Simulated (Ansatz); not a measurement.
# Ge2WN4 (MoSi2N4-type monolayer): converging the G0W0 gap, part 2 of 2

Aim: see how the G0W0 gap of Ge2WN4 (MoSi2N4-type monolayer) on PBE moves with empty bands and screening cutoff, and what each rung costs.

Ansatz 0.2.0; G0W0 on PBE, plane waves, PAW; PAW set soft_1. Known limits of the many-body steps: not at the basis limit; coarse mesh for a sheet; no spin-orbit coupling.

So far. Step 5 (657 empty bands, screening to 97.5 eV): Against the run with 6×6×1 mesh, 357 empty bands, screening to 65 eV, PAW set soft_1 files, the gap moves by +0.014 eV.

## Step 6: Changing the k mesh: 3×3×1 mesh, 166 empty bands, screening to 39 eV, PAW set soft_1 files

A second mesh at equal bands and cutoff isolates the sampling error. Bands and cutoff differ from the step before, so it is read against an earlier run that matches them.

Input file input.yaml:

```yaml
crystal:
  lattice:
    - [3.0225679901, 0.0, 0.0]
    - [-1.511283995, 2.6176206641, 0.0]
    - [0.0, 0.0, 38.0]
  atoms:
    - { symbol: W, position: [0.0, 0.0, 0.5] }
    - { symbol: "N", position: [0.3333333333, 0.6666666667, 0.5320268673] }
    - { symbol: "N", position: [0.3333333333, 0.6666666667, 0.4679731327] }
    - { symbol: Ge, position: [0.3333333333, 0.6666666667, 0.5814330809] }
    - { symbol: Ge, position: [0.3333333333, 0.6666666667, 0.4185669191] }
    - { symbol: "N", position: [0.6666666667, 0.3333333333, 0.5976206751] }
    - { symbol: "N", position: [0.6666666667, 0.3333333333, 0.4023793249] }
  periodic: [true, true, false]
kpoints:
  mp_grid: { grid: [3, 3, 1] }
hamiltonian:
  xc: pbe
  pseudopotentials: { kind: paw, azcp: { folder: soft_1 } }
scf:
  occupations: { method: fixed }
gw:
  n_empty_bands: 166
  ecut_chi: 39.0
  qp_bands: [v2, c2]
  qp_kpoints: band_edges
  screening: { model: contour_deformation }
```

On the command line:

```console
ansatz run input.yaml --threads 4 --pin off --max-ram 17510MiB --backend cpu --events-out ev --progress --plain --runs-dir out
```

Numbers of over 12 decimals in the logs are rounded to 6 here.

What it wrote:

```text
[...]
Crystal: 7 atoms, lattice volume = 300.654 Å³
Basis set: ecut = 420 eV, 5767 PW (Γ)
Bands: 38, of which v1, the nominal top of the filled ones, is band 31 counted from 1 (30 counted from 0)
Symmetry: 12 space group operations
[...]
k-points: 3 of 9 (time reversal used)
[...]
1    32     -2.9242   -14.3866    -3.9565   -19.2124  0.7318    -2.0126    -2.0549  root
     1    33     -2.7322   -10.8119    -4.3147   -15.8540  0.7492    -1.9783    -2.0048  root
     2    30     -7.9415   -21.2871     4.1425   -17.0534  0.7079    -8.0331    -8.0327  root
     2    31     -6.1179   -20.9582     1.9476   -19.4164  0.7343    -5.7168    -5.7121  root
     2    32     -4.3190   -15.7742    -3.6836   -20.3276  0.7275    -3.4047    -3.4492  root
     2    33     -1.9135   -14.9185    -4.5022   -20.4210  0.7304    -0.8605    -0.9132  root
[key lines of the parts left out:]
SCF converged after 11 iterations
Free energy (F): -20512.975227 eV
Fermi energy:    -5.531917 eV
```

The job ended after 18 s (4 threads of Arm Neoverse V1, shared host; peak memory 1.2 GiB; 66 s of CPU time).

This step gave:

| Item | Value |
| --- | --- |
| bands summed | 197 |
| plane waves in the screening matrix | 189 |
| G0W0 gap on the mesh | 1.346 eV |
| k of the valence top | 0, 0, 0 |
| k of the conduction bottom | 0.3333, 0.3333, 0 |
| starting gap on the mesh | 1.213 eV |
| least direct G0W0 gap on the computed points | 2.059 eV |

Against the run with 6×6×1 mesh, 166 empty bands, screening to 39 eV, PAW set soft_1 files, the gap moves by −0.57 eV, while the start moved by −0.10 eV.

## Step 7: Changing the k mesh: 9×9×1 mesh, 166 empty bands, screening to 39 eV, PAW set soft_1 files

Changes to input.yaml since step 6:

```diff
@@ -15,3 +15,3 @@
 kpoints:
-  mp_grid: { grid: [3, 3, 1] }
+  mp_grid: { grid: [9, 9, 1] }
 hamiltonian:
```

What it wrote:

```text
[...]
Crystal: 7 atoms, lattice volume = 300.654 Å³
Basis set: ecut = 420 eV, 5767 PW (Γ)
Bands: 38, of which v1, the nominal top of the filled ones, is band 31 counted from 1 (30 counted from 0)
Symmetry: 12 space group operations
[...]
k-points: 12 of 81 (time reversal used)
[...]
1    33     -3.0414   -12.4025    -3.8325   -17.4991  0.7789    -1.7148    -1.7773  root
[...]
11    30     -7.9045   -21.3659     3.9535   -17.0952  0.7415    -8.2243    -8.2217  root
    11    31     -5.8865   -20.2515     1.1702   -19.4135  0.7640    -5.5560    -5.5543  root
    11    32     -4.0348   -16.6119    -2.7029   -20.3199  0.7634    -3.0026    -3.0297  root
    11    33     -1.7353   -14.7088    -4.3755   -20.3472  0.7537    -0.4024    -0.4725  root
[key lines of the parts left out:]
SCF converged after 11 iterations
Free energy (F): -20513.383197 eV
Fermi energy:    -5.354478 eV
```

Run time: 3.7 min. Hardware: 4 threads; peak memory 1.6 GiB; 14 min of CPU time.

This step gave:

```yaml
bands_summed: 197
plane_waves_in_the_screening_matrix: 189
g0w0_gap_on_the_mesh: 1.957 eV
k_of_the_valence_top: 0, 0, 0
k_of_the_conduction_bottom: 0.3333, 0.3333, 0
starting_gap_on_the_mesh: 1.320 eV
least_direct_g0w0_gap_on_the_computed_points: 2.525 eV
```

Against the run with 3×3×1 mesh, 166 empty bands, screening to 39 eV, PAW set soft_1 files, the gap moves by +0.61 eV, while the start moved by +0.11 eV.

## Step 8: The runs together

Times are wall times on 4 threads of Arm Neoverse V1, shared host, good to a factor of about two.

| mesh | files | frequency | bands summed | cutoff (eV) | start (eV) | G0W0 (eV) | time | host memory (GiB) |
| --- | --- | --- | --- | --- | --- | --- | --- | --- |
| 6×6×1 | PAW set soft_1 | contour deformation | 89 | 19.5 | 1.315 | 2.003 | 28 s | 0.87 |
| 6×6×1 | PAW set soft_1 | contour deformation | 197 | 39 | 1.315 | 1.920 | 69 s | 1.6 |
| 6×6×1 | PAW set soft_1 | contour deformation | 388 | 65 | 1.315 | 1.882 | 4.2 min | 3.4 |
| 6×6×1 | PAW set soft_1 | contour deformation | 688 | 97.5 | 1.315 | 1.896 | 17 min | 7.5 |
| 3×3×1 | PAW set soft_1 | contour deformation | 197 | 39 | 1.213 | 1.346 | 18 s | 1.2 |
| 9×9×1 | PAW set soft_1 | contour deformation | 197 | 39 | 1.320 | 1.957 | 3.7 min | 1.6 |

How the two edges are built up, in eV (the quasiparticle level is the starting level plus Σx plus Σc less Vxc):

| run | edge | start | Σx | Σc | Vxc | Z | QP |
| --- | --- | --- | --- | --- | --- | --- | --- |
| 89 bands | valence top | -5.36 | -19.04 | 0.94 | -18.78 | 0.78 | -4.67 |
| 89 bands | conduction bottom | -4.05 | -16.48 | -2.46 | -20.32 | 0.77 | -2.67 |
| 197 bands | valence top | -5.36 | -19.04 | 0.66 | -18.78 | 0.77 | -4.96 |
| 197 bands | conduction bottom | -4.05 | -16.48 | -2.83 | -20.32 | 0.76 | -3.04 |
| 388 bands | valence top | -5.36 | -19.04 | 0.42 | -18.78 | 0.76 | -5.20 |
| 388 bands | conduction bottom | -4.05 | -16.48 | -3.11 | -20.32 | 0.75 | -3.31 |
| 688 bands | valence top | -5.36 | -19.04 | 0.22 | -18.78 | 0.76 | -5.40 |
| 688 bands | conduction bottom | -4.05 | -16.48 | -3.30 | -20.32 | 0.75 | -3.51 |

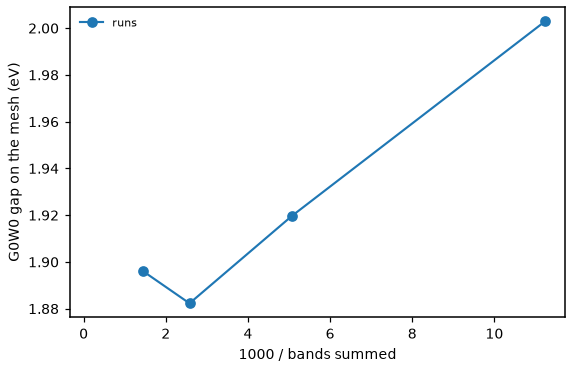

The gap against one over the number of bands.

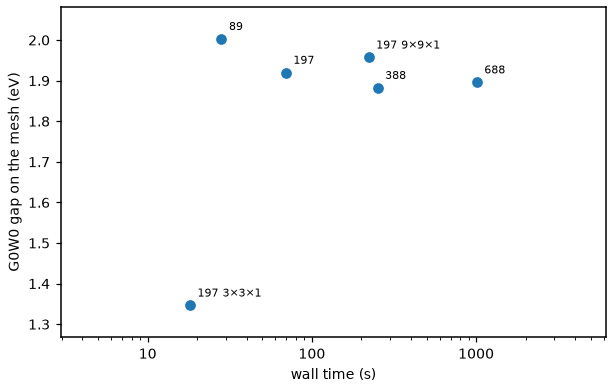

Result against wall time.

## Step 9: Outcome

| Quantity | Value |
| --- | --- |
| 89 bands, 19.5 eV | 2.003 eV |
| 197 bands, 39 eV | 1.920 eV |
| 388 bands, 65 eV | 1.882 eV |
| 688 bands, 97.5 eV | 1.896 eV |
| mesh and start | 6×6×1, PBE |

**Reading.** From 89 to 688 bands the gap moves by −0.11 eV while the time grows 36-fold. Σc changes by −0.73 eV at the valence top and −0.84 eV at the conduction bottom, so the levels themselves move more than the gap between them. The gap turns back along the series, so no limit is drawn from it. On the 3×3×1 mesh in place of 6×6×1 the gap differs by −0.57 eV, of which −0.10 eV is already in the start. On the 9×9×1 mesh in place of 6×6×1 the gap differs by +0.04 eV, of which +0.005 eV is already in the start. The 6×6×1 mesh misses a band edge: over a band path and its finer mesh (run apart) the PBE gap is 1.26 eV, so the G0W0 gap over the zone may lie about 0.05 eV below its value on the mesh. The mesh in the plane is coarse for a sheet; gap and any exciton binding can still move on denser ones. The many-body steps are scalar-relativistic: spin-orbit coupling is not in them.

[Paths, hosts, dates, memory and timing lines, banners, echoed tables and standing remarks are left out of the program output.]

[Logs are printed without paths, hosts, clocks, repeated set-up lines and the standing remarks that a program may print on its own settings, such as how far it seeks lower states.]

[Runs of the session that timed out or met a known fault of the program may be left out.]

[Cells called generated may have been cut or substituted from an entry of the Crystallography Open Database or the Materials Project.]

[Hosts, paths, dates, database ids (printed as entryN), source tags and the programs' standing remarks are cut or masked in the printed files.]
